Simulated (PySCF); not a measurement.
# C₅H₁₆N₂Si (SMILES CCN(N[SiH3])C(C)C): what the fields show

```json
{"atom": "C", "x (Å)": "-2.1584", "y (Å)": "-1.3635", "z (Å)": "0.4865"}
{"atom": "C", "x (Å)": "-0.8656", "y (Å)": "-1.1726", "z (Å)": "-0.2972"}
{"atom": "N", "x (Å)": "-0.1796", "y (Å)": "0.0224", "z (Å)": "0.1625"}
{"atom": "N", "x (Å)": "-0.8906", "y (Å)": "1.1673", "z (Å)": "-0.2355"}
{"atom": "Si", "x (Å)": "-1.0727", "y (Å)": "2.4790", "z (Å)": "0.8583"}
{"atom": "C", "x (Å)": "1.2499", "y (Å)": "0.0995", "z (Å)": "-0.1324"}
{"atom": "C", "x (Å)": "2.0228", "y (Å)": "-0.8482", "z (Å)": "0.7833"}
{"atom": "C", "x (Å)": "1.6204", "y (Å)": "-0.1371", "z (Å)": "-1.6027"}
{"atom": "H", "x (Å)": "-2.8030", "y (Å)": "-0.4992", "z (Å)": "0.3536"}
{"atom": "H", "x (Å)": "-1.9357", "y (Å)": "-1.4673", "z (Å)": "1.5446"}
{"atom": "H", "x (Å)": "-2.6794", "y (Å)": "-2.2535", "z (Å)": "0.1417"}
{"atom": "H", "x (Å)": "-0.2113", "y (Å)": "-2.0287", "z (Å)": "-0.1313"}
{"atom": "H", "x (Å)": "-1.0978", "y (Å)": "-1.1122", "z (Å)": "-1.3751"}
{"atom": "H", "x (Å)": "-0.8999", "y (Å)": "1.3196", "z (Å)": "-1.2424"}
{"atom": "H", "x (Å)": "-1.5703", "y (Å)": "1.8968", "z (Å)": "2.0996"}
{"atom": "H", "x (Å)": "0.1522", "y (Å)": "3.2468", "z (Å)": "1.1479"}
{"atom": "H", "x (Å)": "-2.0274", "y (Å)": "3.3568", "z (Å)": "0.1808"}
{"atom": "H", "x (Å)": "1.5297", "y (Å)": "1.1261", "z (Å)": "0.1330"}
{"atom": "H", "x (Å)": "1.8920", "y (Å)": "-1.8843", "z (Å)": "0.4819"}
{"atom": "H", "x (Å)": "1.6741", "y (Å)": "-0.7356", "z (Å)": "1.8058"}
{"atom": "H", "x (Å)": "3.0839", "y (Å)": "-0.6152", "z (Å)": "0.7434"}
{"atom": "H", "x (Å)": "1.0546", "y (Å)": "0.5255", "z (Å)": "-2.2561"}
{"atom": "H", "x (Å)": "1.4219", "y (Å)": "-1.1666", "z (Å)": "-1.8923"}
{"atom": "H", "x (Å)": "2.6783", "y (Å)": "0.0640", "z (Å)": "-1.7501"}
```

Geometry: GFN2-xTB.

These are results of PBE0/pcSseg-1, SCF density, gas phase, non-relativistic (PySCF), not measurements.

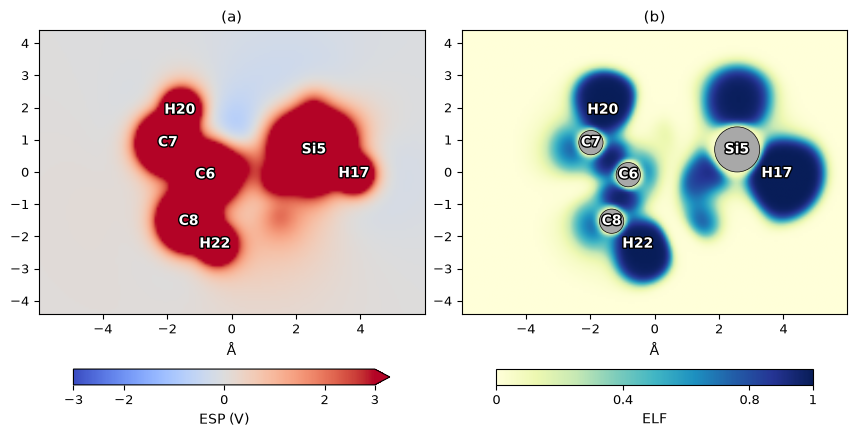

Figure 1. (a) electrostatic potential; (b) ELF on the plane of atoms C7, C6 and C8. Grey discs cover the atomic cores in the ELF map.

Q: Read the bonding off the picture.

A: The section cuts through Si, C and H sites. C–C (1.53 Å): the ELF peaks at about 0.95 between the atoms (a shared electron pair). C–H (1.09 Å): the ELF climbs to about 1 towards the hydrogen, as it does in any bond to H (an ordinary covalent bond to hydrogen). Si–H (1.46 Å): the ELF climbs to about 1 towards the hydrogen. Outside the dense part of the molecule the potential is most negative (−0.7 V) near N3, which lies off the plane.

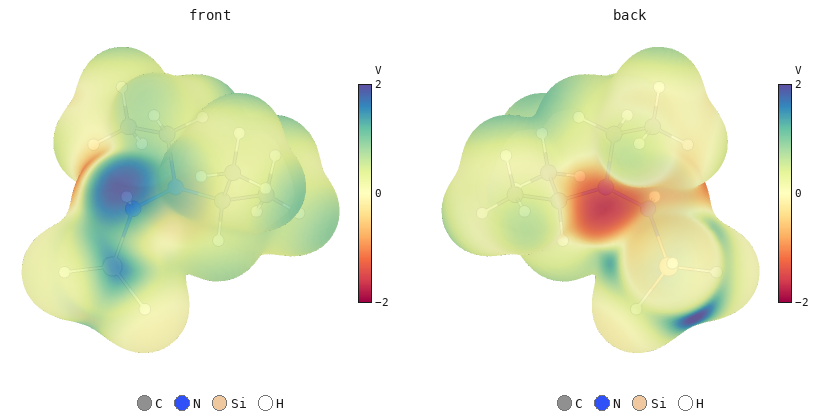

Figure 2. The electrostatic potential painted on the density surface at 0.004 e/bohr³, seen from the front and from behind; the colour scale runs from red (negative) to blue (positive).

Q: Describe the electrostatic potential map.

A: The most negative region (about −1.5 V, or −35 kcal/mol for a unit charge) lies over N3, the most positive (about +1.9 V, or +44 kcal/mol for a unit charge) over Si5 and H14. N3 is the likeliest acceptor of a hydrogen bond.

Q: How polar is the molecule by this calculation?

A: Its dipole moment is 1.53 D.
